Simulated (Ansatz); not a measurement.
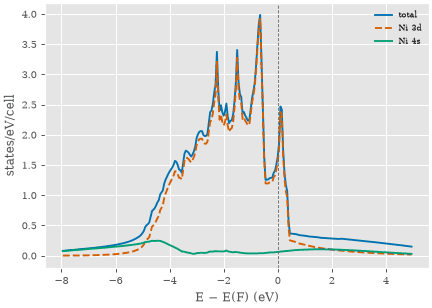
Figure: Total and projected density of states of Ni (fcc (Cu type), Fm-3m), DFT-PBE in the program Ansatz with PAW potentials

### Question
Which orbitals carry the states next to the Fermi level?

### Answer
Within 0.5 eV of the Fermi level: Ni 3d 94 %. Projections are on Löwdin-orthogonalised atomic valence shells; empty p or d shells of many metals are not among them.

### Question
Where is the tallest occupied peak in this window, and what makes it?

### Answer
Near -0.6 eV, about 4.0 states/eV per cell; the largest projected share is Ni 3d.

The cell was relaxed with PBE under the symmetry of its start. Magnetic state: ferromagnetic, chosen from 3 collinear starts compared on coarse meshes (ties went to the first, and starts can fall back to one state), not a proven ground state. Textbook magnetic order: ferromagnetic.

Potentials: the earlier of the program's two PAW sets.
